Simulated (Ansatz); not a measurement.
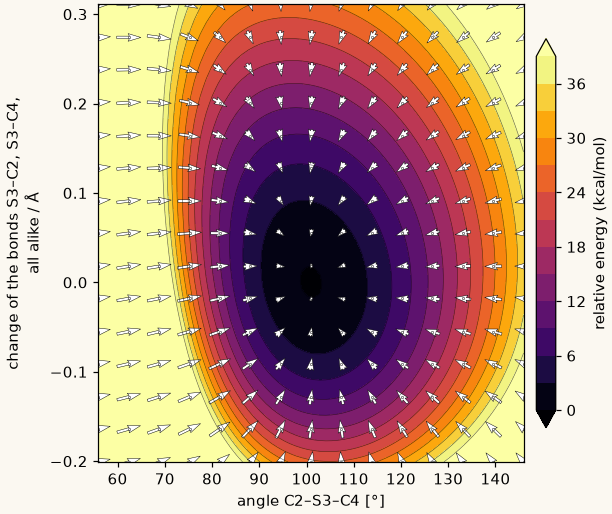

Energy landscape of C₂H₉BSSi, SMILES BCSC[SiH3]. First axis: angle C2–S3–C4. Second axis: change of the bonds S3–C2, S3–C4, all alike. Nothing is relaxed (all other coordinates rigid). Grid: 15 × 15 points. Points are written as (first, second). All energies are given in kcal/mol relative to the lowest grid point. Computed with RKS PBE-D4/def2-SVP (Ansatz 0.2.0).

Drawn: filled contours, dots at the grid points, arrows along the force (downhill), their lengths compressed, one colour for all values above the top of the scale. Between grid points the surface is interpolated. 

Summarise what can be read from the map.

The lowest grid point is at (101.0°, 0.018 Å). No other kind of well shows on this grid. The highest grid point, (56.0°, −0.201 Å), lies 299 kcal/mol above the lowest. Round the minimum the two coordinates are weakly coupled (coupling 0.14 in units of the two stiffnesses).

Time for the 225 points that were run: 10 min on 1 thread of Intel(R) Xeon(R) 6975P-C (Granite Rapids) (shared host).
